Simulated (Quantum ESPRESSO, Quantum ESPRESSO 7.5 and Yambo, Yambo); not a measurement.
# MgH2 (P4_2/mnm): G0W0 with Yambo, start to end

Wanted: ground state, empty states, screening and self-energy for MgH2 (P4_2/mnm).

Program: Quantum ESPRESSO 7.5 and Yambo 5.3.0. Level of theory: PBE and many-body steps on it, plane waves. Results are calculated unless marked as measured.

**Experimental background.**

- Gap 5.6 ± 0.1 eV: optical band gap from transmission onset (total and diffuse); optical transmission and ellipsometry; 300 K; film (polycrystalline Pd-capped film on quartz, hydrogenated at 100 bar and 100 C, measured in 1 bar H2) (“Optical properties of MgH2 measured in situ in a novel gas cell for ellipsometry/spectrophotometry”, 2003, arxiv:cond-mat/0305418).

## (1) The starting structure

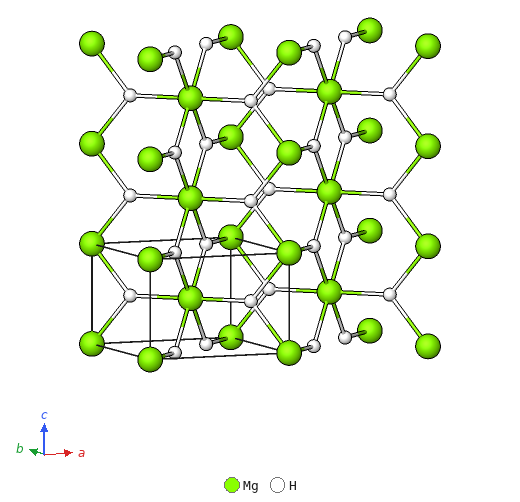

The starting structure, seen slightly off an axis (magnesium green, hydrogen white). 2×1×3 cells are drawn. Some periodic images of atoms are drawn too.

The cell and positions come from the Crystallography Open Database and are kept as given unless a step says otherwise.

## (2) Ground state

This step: Quantum ESPRESSO 7.5; DFT, PBE, plane waves, norm-conserving pseudopotentials.

The ground-state density comes first.

pw.in

```
&control
  calculation = 'scf'
  prefix = 'x'
  outdir = 'o'
  pseudo_dir = 'pseudo'
/
&system
  ibrav = 0
  nat = 6
  ntyp = 2
  ecutwfc = 76.0
  nbnd = 19
  force_symmorphic = .true.
/
&electrons
  conv_thr = 1e-10
  electron_maxstep = 80
  mixing_beta = 0.5
/
ATOMIC_SPECIES
  Mg 24.305 Mg.upf
  H 1.008 H.upf
CELL_PARAMETERS angstrom
  4.5168000000 0.0000000000 0.0000000000
  0.0000000000 4.5168000000 0.0000000000
  0.0000000000 0.0000000000 3.0205000000
ATOMIC_POSITIONS crystal
  Mg 0.0000000000 0.0000000000 0.0000000000
  Mg 0.5000000000 0.5000000000 0.5000000000
  H 0.3060000000 0.3060000000 0.0000000000
  H 0.1940000000 0.8060000000 0.5000000000
  H 0.6940000000 0.6940000000 0.0000000000
  H 0.8060000000 0.1940000000 0.5000000000
K_POINTS automatic
  4 4 6 0 0 0
```

On the command line:

```console
$ OMP_NUM_THREADS=1 mpirun -n 4 pw.x -nk 4 -in pw.in > pw.out
```

The program printed:

```text
Program PWSCF v.7.5 starts

     This program is part of the open-source Quantum ESPRESSO suite
     for quantum simulation of materials; please cite
         "P. Giannozzi et al., J. Phys.:Condens. Matter 21 395502 (2009);
         "P. Giannozzi et al., J. Phys.:Condens. Matter 29 465901 (2017);
         "P. Giannozzi et al., J. Chem. Phys. 152 154105 (2020);
     in publications or presentations arising from this work. More details at
     Message from routine setup:
     using ibrav=0 with symmetry is DISCOURAGED, use correct ibrav instead

     G-vector sticks info

     bravais-lattice index     =            0
     lattice parameter (alat)  =       8.5355  a.u.
     unit-cell volume          =     415.8504 (a.u.)^3
     number of atoms/cell      =            6
     number of atomic types    =            2
     number of electrons       =        24.00
     number of Kohn-Sham states=           19
     kinetic-energy cutoff     =      76.0000  Ry
     charge density cutoff     =     304.0000  Ry
     scf convergence threshold =      1.0E-10
     mixing beta               =       0.5000
     number of iterations used =            8  plain     mixing
     Exchange-correlation= PBE
                           (   1   4   3   4   0   0   0)

     celldm(1)=   8.535515  celldm(2)=   0.000000  celldm(3)=   0.000000
     celldm(4)=   0.000000  celldm(5)=   0.000000  celldm(6)=   0.000000

     crystal axes: (cart. coord. in units of alat)
               a(1) = (   1.000000   0.000000   0.000000 )
               a(2) = (   0.000000   1.000000   0.000000 )
               a(3) = (   0.000000   0.000000   0.668726 )

     reciprocal axes: (cart. coord. in units 2 pi/alat)
               b(1) = (  1.000000  0.000000  0.000000 )
               b(2) = (  0.000000  1.000000  0.000000 )
               b(3) = (  0.000000  0.000000  1.495382 )
     Pseudo is Norm-conserving, Zval = 10.0
     Generated using ONCVPSP code by D. R. Hamann
     Using radial grid of 1510 points,  4 beta functions with:
     Pseudo is Norm-conserving, Zval =  1.0
     Generated using ONCVPSP code by D. R. Hamann
     Using radial grid of 1166 points,  3 beta functions with:
     Mg               10.00    24.30500     Mg( 1.00)
     H                 1.00     1.00800     H ( 1.00)

      8 Sym. Ops., with inversion, found

   Cartesian axes

     site n.     atom                  positions (alat units)
         1        Mg     tau(   1) = (   0.0000000   0.0000000   0.0000000  )
         2        Mg     tau(   2) = (   0.5000000   0.5000000   0.3343628  )
         3        H      tau(   3) = (   0.3060000   0.3060000   0.0000000  )
         4        H      tau(   4) = (   0.1940000   0.8060000   0.3343628  )
         5        H      tau(   5) = (   0.6940000   0.6940000   0.0000000  )
         6        H      tau(   6) = (   0.8060000   0.1940000   0.3343628  )

     number of k points=    28
                       cart. coord. in units 2pi/alat
        k(    1) = (   0.0000000   0.0000000   0.0000000), wk =   0.0208333
        k(    2) = (   0.0000000   0.0000000   0.2492303), wk =   0.0416667
        k(    3) = (   0.0000000   0.0000000   0.4984605), wk =   0.0416667
        k(    4) = (   0.0000000   0.0000000  -0.7476908), wk =   0.0208333
        k(    5) = (   0.0000000   0.2500000   0.0000000), wk =   0.0833333
        k(    6) = (   0.0000000   0.2500000   0.2492303), wk =   0.1666667
        k(    7) = (   0.0000000   0.2500000   0.4984605), wk =   0.1666667
        k(    8) = (   0.0000000   0.2500000  -0.7476908), wk =   0.0833333
        k(    9) = (   0.0000000  -0.5000000   0.0000000), wk =   0.0416667
        k(   10) = (   0.0000000  -0.5000000   0.2492303), wk =   0.0833333
     [... 16 further rows ...]
        k(   27) = (  -0.2500000   0.2500000  -0.4984605), wk =   0.0833333
        k(   28) = (  -0.2500000   0.2500000   0.7476908), wk =   0.0416667

     Dense  grid:    37211 G-vectors     FFT dimensions: (  48,  48,  32)

     Initial potential from superposition of free atoms

     starting charge      23.9984, renormalised to      24.0000
     Starting wfcs are   14 randomized atomic wfcs +    5 random wfcs

     per-process dynamical memory:    31.3 Mb

     Self-consistent Calculation

     iteration #  1     ecut=    76.00 Ry     beta= 0.50

     total energy              =    -242.32353741 Ry
     estimated scf accuracy    <       0.27997288 Ry

     iteration #  2     ecut=    76.00 Ry     beta= 0.50

     total energy              =    -242.32502523 Ry
     estimated scf accuracy    <       0.03123873 Ry

     iteration #  3     ecut=    76.00 Ry     beta= 0.50

     total energy              =    -242.32858313 Ry
     estimated scf accuracy    <       0.00026793 Ry

     iteration #  4     ecut=    76.00 Ry     beta= 0.50

     total energy              =    -242.32862919 Ry
     estimated scf accuracy    <       0.00001306 Ry

     iteration #  5     ecut=    76.00 Ry     beta= 0.50

     total energy              =    -242.32863409 Ry
     estimated scf accuracy    <       0.00000309 Ry

     iteration #  6     ecut=    76.00 Ry     beta= 0.50

     total energy              =    -242.32863466 Ry
     estimated scf accuracy    <       0.00000002 Ry

     iteration #  7     ecut=    76.00 Ry     beta= 0.50

     total energy              =    -242.32863466 Ry
     estimated scf accuracy    <          4.9E-10 Ry

     iteration #  8     ecut=    76.00 Ry     beta= 0.50

     End of self-consistent calculation

          k = 0.0000 0.0000 0.0000 (  4651 PWs)   bands (ev):

   -71.9087 -71.9079 -38.6917 -38.6917 -38.6704 -38.6704 -38.6475 -38.6451
    -4.6632   0.3248   0.3248   1.2638   6.5099   6.8499  10.8674  10.8674
    12.7193  12.9758  13.9674

          k = 0.0000 0.0000 0.2492 (  4660 PWs)   bands (ev):

   -71.9081 -71.9074 -38.6905 -38.6905 -38.6699 -38.6699 -38.6555 -38.6535
    -4.2496   0.5943   0.5943   1.2435   6.9516   6.9660   9.9480  11.0596
    11.0596  12.2386  13.4049

          k = 0.0000 0.0000 0.4985 (  4656 PWs)   bands (ev):

   -71.9069 -71.9064 -38.6881 -38.6881 -38.6717 -38.6703 -38.6689 -38.6689
    -3.0534   0.5291   1.2541   1.2541   6.8543   8.3339   9.6215   9.7106
     9.7106  10.2396  12.8391

          k = 0.0000 0.0000-0.7477 (  4632 PWs)   bands (ev):

     [... further k-points ...]

     highest occupied, lowest unoccupied level (ev):     1.7041    5.5994

!    total energy              =    -242.32863466 Ry
     estimated scf accuracy    <          4.8E-11 Ry

     The total energy is the sum of the following terms:
     one-electron contribution =    -196.22456135 Ry
     hartree contribution      =      92.84210885 Ry
     xc contribution           =     -34.64168026 Ry
     ewald contribution        =    -104.30450191 Ry

     convergence has been achieved in   8 iterations

     XML data file, charge density, pseudopotentials, collected wavefunctions

=------------------------------------------------------------------------------=
   JOB DONE.
=------------------------------------------------------------------------------=
```

Run time: 7.1 s. Hardware: 4 MPI ranks of Arm Neoverse V1, shared host; peak memory 0.29 GiB.

Numbers from this step:

```yaml
total_energy: -3297.0490 eV
gap: 3.895 eV
k_of_the_valence_top: 0, 0.25, 0
k_of_the_conduction_bottom: -0.5, -0.5, -0.5
least_direct_gap: 4.666 eV
```

The gap is indirect, with the least direct gap 0.77 eV higher.

## (3) Bands along the symmetry lines

The cheap functional maps the bands first; the places of the edges decide which points the dearer methods must see.

pw.in

```
&control
  calculation = 'bands'
  prefix = 'x'
  outdir = 'o'
  pseudo_dir = 'pseudo'
/
&system
  ibrav = 0
  nat = 6
  ntyp = 2
  ecutwfc = 76.0
  nbnd = 18
  force_symmorphic = .true.
/
&electrons
  conv_thr = 1e-9
  electron_maxstep = 80
  diago_full_acc = .true.
  diago_thr_init = 5e-6
/
ATOMIC_SPECIES
  Mg 24.305 Mg.upf
  H 1.008 H.upf
CELL_PARAMETERS angstrom
  4.5168000000 0.0000000000 0.0000000000
  0.0000000000 4.5168000000 0.0000000000
  0.0000000000 0.0000000000 3.0205000000
ATOMIC_POSITIONS crystal
  Mg 0.0000000000 0.0000000000 0.0000000000
  Mg 0.5000000000 0.5000000000 0.5000000000
  H 0.3060000000 0.3060000000 0.0000000000
  H 0.1940000000 0.8060000000 0.5000000000
  H 0.6940000000 0.6940000000 0.0000000000
  H 0.8060000000 0.1940000000 0.5000000000
K_POINTS crystal
  75
  0.00000000 0.00000000 0.00000000 1
  0.00000000 0.06250000 0.00000000 1
  0.00000000 0.12500000 0.00000000 1
  0.00000000 0.18750000 0.00000000 1
  0.00000000 0.25000000 0.00000000 1
  0.00000000 0.31250000 0.00000000 1
  0.00000000 0.37500000 0.00000000 1
  0.00000000 0.43750000 0.00000000 1
  0.00000000 0.50000000 0.00000000 1
  0.06250000 0.50000000 0.00000000 1
  0.12500000 0.50000000 0.00000000 1
  0.18750000 0.50000000 0.00000000 1
  0.25000000 0.50000000 0.00000000 1
  0.31250000 0.50000000 0.00000000 1
  0.37500000 0.50000000 0.00000000 1
  0.43750000 0.50000000 0.00000000 1
  0.50000000 0.50000000 0.00000000 1
  0.43750000 0.43750000 0.00000000 1
  0.37500000 0.37500000 0.00000000 1
  0.31250000 0.31250000 0.00000000 1
  0.25000000 0.25000000 0.00000000 1
  0.18750000 0.18750000 0.00000000 1
  0.12500000 0.12500000 0.00000000 1
  0.06250000 0.06250000 0.00000000 1
  0.00000000 0.00000000 0.00000000 1
  0.00000000 0.00000000 0.06250000 1
  0.00000000 0.00000000 0.12500000 1
  0.00000000 0.00000000 0.18750000 1
  0.00000000 0.00000000 0.25000000 1
  0.00000000 0.00000000 0.31250000 1
  0.00000000 0.00000000 0.37500000 1
  0.00000000 0.00000000 0.43750000 1
  0.00000000 0.00000000 0.50000000 1
  0.00000000 0.06250000 0.50000000 1
  0.00000000 0.12500000 0.50000000 1
  0.00000000 0.18750000 0.50000000 1
  0.00000000 0.25000000 0.50000000 1
  0.00000000 0.31250000 0.50000000 1
  0.00000000 0.37500000 0.50000000 1
  0.00000000 0.43750000 0.50000000 1
  0.00000000 0.50000000 0.50000000 1
  0.06250000 0.50000000 0.50000000 1
  0.12500000 0.50000000 0.50000000 1
  0.18750000 0.50000000 0.50000000 1
  0.25000000 0.50000000 0.50000000 1
  0.31250000 0.50000000 0.50000000 1
  0.37500000 0.50000000 0.50000000 1
  0.43750000 0.50000000 0.50000000 1
  0.50000000 0.50000000 0.50000000 1
  0.43750000 0.43750000 0.50000000 1
  0.37500000 0.37500000 0.50000000 1
  0.31250000 0.31250000 0.50000000 1
  0.25000000 0.25000000 0.50000000 1
  0.18750000 0.18750000 0.50000000 1
  0.12500000 0.12500000 0.50000000 1
  0.06250000 0.06250000 0.50000000 1
  0.00000000 0.00000000 0.50000000 1
  0.00000000 0.50000000 0.00000000 1
  0.00000000 0.50000000 0.06250000 1
  0.00000000 0.50000000 0.12500000 1
  0.00000000 0.50000000 0.18750000 1
  0.00000000 0.50000000 0.25000000 1
  0.00000000 0.50000000 0.31250000 1
  0.00000000 0.50000000 0.37500000 1
  0.00000000 0.50000000 0.43750000 1
  0.00000000 0.50000000 0.50000000 1
  0.50000000 0.50000000 0.00000000 1
  0.50000000 0.50000000 0.06250000 1
  0.50000000 0.50000000 0.12500000 1
  0.50000000 0.50000000 0.18750000 1
  0.50000000 0.50000000 0.25000000 1
  0.50000000 0.50000000 0.31250000 1
  0.50000000 0.50000000 0.37500000 1
  0.50000000 0.50000000 0.43750000 1
  0.50000000 0.50000000 0.50000000 1
```

The program printed:

```text
[banner, memory and clock lines left out]
Program PWSCF v.7.5 starts

     Atomic positions and unit cell read from directory:
     o/x.save/

     Message from routine setup:
     using ibrav=0 with symmetry is DISCOURAGED, use correct ibrav instead

     G-vector sticks info

     bravais-lattice index     =            0
     lattice parameter (alat)  =       8.5355  a.u.
     unit-cell volume          =     415.8504 (a.u.)^3
     number of atoms/cell      =            6
     number of atomic types    =            2
     number of electrons       =        24.00
     number of Kohn-Sham states=           18
     kinetic-energy cutoff     =      76.0000  Ry
     charge density cutoff     =     304.0000  Ry
     Exchange-correlation= PBE
                           (   1   4   3   4   0   0   0)

     celldm(1)=   8.535515  celldm(2)=   0.000000  celldm(3)=   0.000000
     celldm(4)=   0.000000  celldm(5)=   0.000000  celldm(6)=   0.000000

     crystal axes: (cart. coord. in units of alat)
               a(1) = (   1.000000   0.000000   0.000000 )
               a(2) = (   0.000000   1.000000   0.000000 )
               a(3) = (   0.000000   0.000000   0.668726 )

     reciprocal axes: (cart. coord. in units 2 pi/alat)
               b(1) = (  1.000000  0.000000  0.000000 )
               b(2) = (  0.000000  1.000000  0.000000 )
               b(3) = (  0.000000  0.000000  1.495382 )
     Pseudo is Norm-conserving, Zval = 10.0
     Generated using ONCVPSP code by D. R. Hamann
     Using radial grid of 1510 points,  4 beta functions with:
     Pseudo is Norm-conserving, Zval =  1.0
     Generated using ONCVPSP code by D. R. Hamann
     Using radial grid of 1166 points,  3 beta functions with:
     Mg               10.00    24.30500     Mg( 1.00)
     H                 1.00     1.00800     H ( 1.00)

      8 Sym. Ops., with inversion, found

   Cartesian axes

     site n.     atom                  positions (alat units)
         1        Mg     tau(   1) = (   0.0000000   0.0000000   0.0000000  )
         2        Mg     tau(   2) = (   0.5000000   0.5000000   0.3343628  )
         3        H      tau(   3) = (   0.3060000   0.3060000   0.0000000  )
         4        H      tau(   4) = (   0.1940000   0.8060000   0.3343628  )
         5        H      tau(   5) = (   0.6940000   0.6940000   0.0000000  )
         6        H      tau(   6) = (   0.8060000   0.1940000   0.3343628  )

     number of k points=    75
                       cart. coord. in units 2pi/alat
        k(    1) = (   0.0000000   0.0000000   0.0000000), wk =   0.0266667
        k(    2) = (   0.0000000   0.0625000   0.0000000), wk =   0.0266667
        k(    3) = (   0.0000000   0.1250000   0.0000000), wk =   0.0266667
[...]
[... 63 further rows ...]
        k(   74) = (   0.5000000   0.5000000   0.6542294), wk =   0.0266667
        k(   75) = (   0.5000000   0.5000000   0.7476908), wk =   0.0266667

     Dense  grid:    37211 G-vectors     FFT dimensions: (  48,  48,  32)

     The potential is recalculated from file :
     o/x.save/charge-density

     Starting wfcs are   14 randomized atomic wfcs +    4 random wfcs

     Band Structure Calculation

     End of band structure calculation

          k = 0.0000 0.0000 0.0000 (  4651 PWs)   bands (ev):

   -71.9088 -71.9079 -38.6918 -38.6918 -38.6704 -38.6704 -38.6475 -38.6452
    -4.6632   0.3248   0.3248   1.2638   6.5099   6.8499  10.8674  10.8674
    12.7193  12.9759

          k = 0.0000 0.0625 0.0000 (  4653 PWs)   bands (ev):

   -71.9088 -71.9079 -38.6917 -38.6917 -38.6705 -38.6704 -38.6475 -38.6453
[...]
13.0001  13.0144

          k = 0.0000 0.1250 0.0000 (  4645 PWs)   bands (ev):

[...]
13.0728  13.6346

[...]
k = 0.5000 0.5000 0.6542 (  4656 PWs)   bands (ev):

[...]
14.5631  14.5631

          k = 0.5000 0.5000 0.7477 (  4696 PWs)   bands (ev):

   -71.9061 -71.9061 -38.6871 -38.6871 -38.6793 -38.6792 -38.6687 -38.6687
    -0.1430  -0.1430   0.8303   0.8303   5.5994   5.5994   5.9392   5.9392
    14.6912  14.6912

     XML data file, pseudopotentials, collected wavefunctions
```

Elapsed: 5.8 s, on 4 MPI ranks; peak memory 0.23 GiB.

This step gave:

```
gap                        : 3.756 eV
k of the valence top       : 0, 0.25, 0
k of the conduction bottom : 0.375, 0.375, 0.5
least direct gap           : 4.523 eV
```

The gap is 3.756 eV, −0.139 eV from the run before at this level.

Electronic bands along the path, in eV, zero at the top of the highest filled band:

| point | band 9 | band 10 | band 11 | band 12 | band 13 | band 14 | band 15 | band 16 |
| --- | --- | --- | --- | --- | --- | --- | --- | --- |
| Γ | -6.37 | -1.38 | -1.38 | -0.44 | 4.81 | 5.15 | 9.16 | 9.16 |
| X | -4.76 | -4.76 | -0.45 | -0.45 | 5.38 | 5.38 | 10.13 | 10.13 |
| M | -3.71 | -3.71 | -2.65 | -2.65 | 9.11 | 9.11 | 9.16 | 9.16 |
| Γ | -6.37 | -1.38 | -1.38 | -0.44 | 4.81 | 5.15 | 9.16 | 9.16 |
| Z | -2.96 | -2.96 | -0.02 | -0.02 | 6.29 | 6.29 | 6.86 | 6.86 |
| R | -2.23 | -2.23 | -1.01 | -1.01 | 5.20 | 5.20 | 6.87 | 6.87 |
| A | -1.85 | -1.85 | -0.87 | -0.87 | 3.90 | 3.90 | 4.24 | 4.24 |
| Z | -2.96 | -2.96 | -0.02 | -0.02 | 6.29 | 6.29 | 6.86 | 6.86 |
| jump to X | -4.76 | -4.76 | -0.45 | -0.45 | 5.38 | 5.38 | 10.13 | 10.13 |
| R | -2.23 | -2.23 | -1.01 | -1.01 | 5.20 | 5.20 | 6.87 | 6.87 |
| jump to M | -3.71 | -3.71 | -2.65 | -2.65 | 9.11 | 9.11 | 9.16 | 9.16 |
| A | -1.85 | -1.85 | -0.87 | -0.87 | 3.90 | 3.90 | 4.24 | 4.24 |

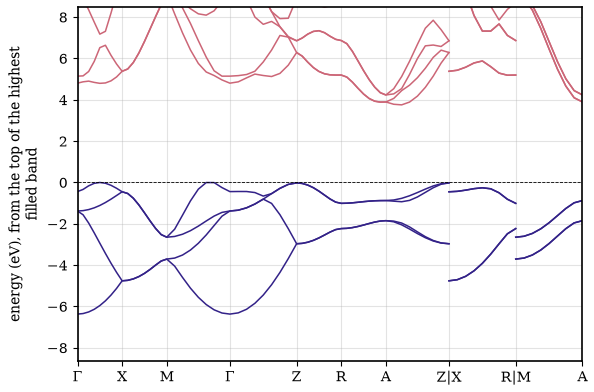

Electronic bands along the path; lines of filled and empty bands in two colours.

(Part 1 of 3 ends here.)

[Paths, hosts, dates, memory and timing lines, banners, echoed tables and standing remarks are left out of the program output.]

[Logs are printed without paths, hosts, clocks, repeated set-up lines and the standing remarks that a program may print on its own settings, such as how far it seeks lower states.]

[Runs of the session that timed out or met a known fault of the program may be left out.]

[Hosts, paths, dates, database ids (printed as entryN), source tags and the programs' standing remarks are cut or masked in the printed files.]
